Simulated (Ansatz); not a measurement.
# CH₆ClNOSi: one species, many methods

Aim: compute CH₆ClNOSi with functionals from several rungs and with coupled cluster. The yardstick is the atomisation energy at the CCSD(T) limit.

Method: functionals in def2-TZVPP, the program's frozen cores in correlated methods; program: Ansatz 0.2.0, Gaussian basis.

Plan: PBE-D4, r2SCAN-D4, PBE0-D4, B3LYP-D4, ωB97X-V, ωB97M-V, B2PLYP; CCSD(T)/def2-TZVPP; MP2/def2-QZVPP; extrapolation to the limit.

### Step 1. The relaxed structure

The geometry comes from an earlier relaxation with PBE0-D4 in a triple-zeta def2 set; it is a stationary point, not always the lowest conformer.

SMILES `NCO[SiH2]Cl`, 11 atoms, charge 0, spin multiplicity 1.

Atoms are counted from 1 here; the program's logs count them from 0.

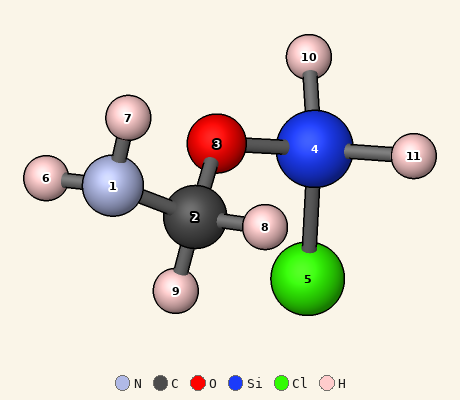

The geometry (nitrogen light blue, carbon dark grey, oxygen red, silicon blue, chlorine green, hydrogen pink); atoms are numbered from 1 in the order of the file.

### Step 2. PBE-D4 (GGA)

in.yaml

```yaml
crystal:
  periodic: [false, false, false]
  atoms:
    - {symbol: N, position_ang: [-0.191016, 0.703641, 2.012018]}
    - {symbol: C, position_ang: [-0.428259, -0.049397, 0.840358]}
    - {symbol: O, position_ang: [0.408131, 0.356680, -0.255646]}
    - {symbol: Si, position_ang: [0.519030, -0.412869, -1.683515]}
    - {symbol: Cl, position_ang: [-1.277446, -0.376891, -2.689049]}
    - {symbol: H, position_ang: [-0.387087, 1.685398, 1.870045]}
    - {symbol: H, position_ang: [0.763176, 0.607466, 2.332558]}
    - {symbol: H, position_ang: [-0.242812, -1.108446, 1.048831]}
    - {symbol: H, position_ang: [-1.471758, 0.072753, 0.537848]}
    - {symbol: H, position_ang: [1.519271, 0.310801, -2.490755]}
    - {symbol: H, position_ang: [0.854170, -1.846036, -1.502293]}
basis:
  gaussian: {orbitals: def2-TZVPP}
hamiltonian: {xc: pbe, dispersion: d4}
output: {forces: true, orbitals: {seedname: orbitals}}
```

Started as:

```bash
$ ansatz run in.yaml --threads 4 --pin off --events-out ev --progress --plain --max-ram 10444MiB
```

The runs that follow: r2SCAN-D4 (meta-GGA); PBE0-D4 (hybrid); B3LYP-D4 (hybrid); ωB97X-V (range-separated); ωB97M-V (range-separated); B2PLYP (double hybrid); CCSD(T) in def2-TZVPP; MP2 in def2-QZVPP.

Before running them: what should the planned runs give, taken together? Wanted: atomisation energy, CCSD(T)/CBS; farthest; mean size of error, hybrid; mean size of error, range-separated; gap, smallest and largest; T1 diagnostic; triples share of the correlation energy.

As calculated:

```
                               quantity                                  value
        atomisation energy, CCSD(T)/CBS                              40.733 eV
    functionals within 0.204 eV (0.5 %)  r2SCAN-D4, B3LYP-D4, ωB97X-V, ωB97M-V
                               farthest                     PBE-D4 (+0.558 eV)
             mean size of error, hybrid                               0.163 eV
    mean size of error, range-separated                               0.139 eV
              gap, smallest and largest   6.02 eV (PBE-D4), 12.87 eV (ωB97X-V)
                          T1 diagnostic                                 0.0108
triples share of the correlation energy                                  3.7 %
```

PBE-D4 is off by +0.558 eV. Double hybrids carry the basis error of their MP2 part in triple zeta, and no dispersion term here, so their miss is partly the set-up's. Misses under about 0.204 eV are within the doubt on the reference itself, which lacks core-valence correlation, relativity and higher excitations. Hartree-Fock recovers 71 % of the binding; the rest is correlation. The gap grows from 6.0 to 12.9 eV across the functionals, mostly with the share of exact exchange.
